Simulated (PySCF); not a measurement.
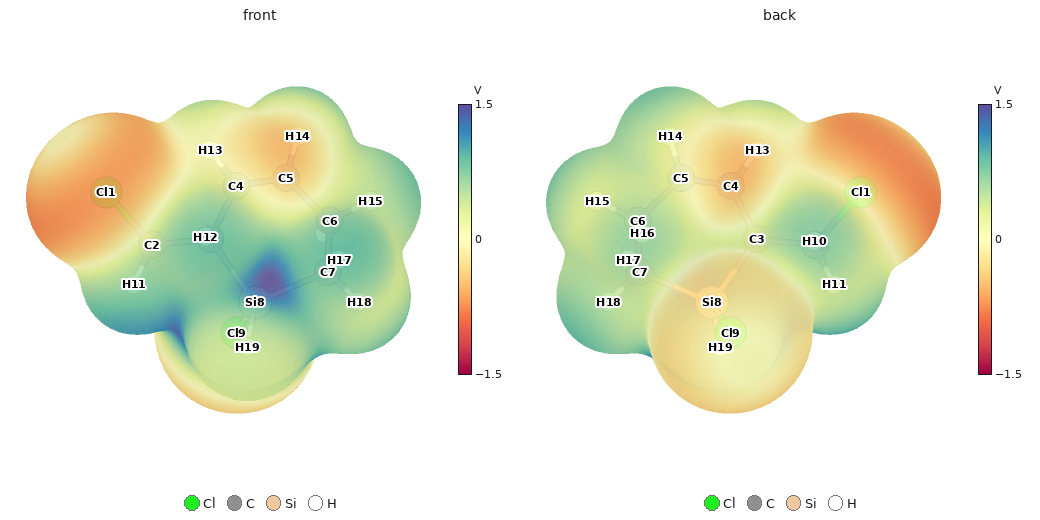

Figure. C$_{6}$H$_{10}$Cl$_{2}$Si. The molecular electrostatic potential painted on the density surface at 0.002 e/bohr³, seen from the front and from behind; red is negative and blue positive.

Geometry: GFN2-xTB.

Method: PySCF, PBE0/pcSseg-1, SCF density, gas phase, non-relativistic.

The calculation's input:

```
{"job": {"kind": "nmr", "xc": "PBE0", "basis": "pcSseg-1"}, "charge": 0, "multiplicity": 1}
Cl     3.589493    -0.426135     0.951691
C      2.378705     0.168999    -0.224797
C      1.022188     0.396289     0.425999
C      0.454165    -0.908651     0.913442
C     -0.751608    -1.410232     0.700043
C     -1.877132    -0.819431    -0.096368
C     -1.868480     0.710071    -0.158375
Si    -0.173545     1.321719    -0.746691
Cl     0.148881     0.765048    -2.663251
H      2.317964    -0.580522    -1.013186
H      2.783814     1.095732    -0.630759
H      1.189428     1.024796     1.309275
H      1.150444    -1.485340     1.509922
H     -0.975201    -2.381540     1.123566
H     -2.823251    -1.161694     0.331584
H     -1.826013    -1.223918    -1.113371
H     -2.077369     1.103983     0.836412
H     -2.675074     1.048854    -0.808484
H      0.002789     2.771222    -0.654111
```

Launched as:

```sh
OMP_NUM_THREADS=1 python probes_run.py task.json out
```

### Where is the surface potential most negative and most positive?

The most negative region (about −0.8 V) lies over Cl1, the most positive (about +1.4 V) over Si8.
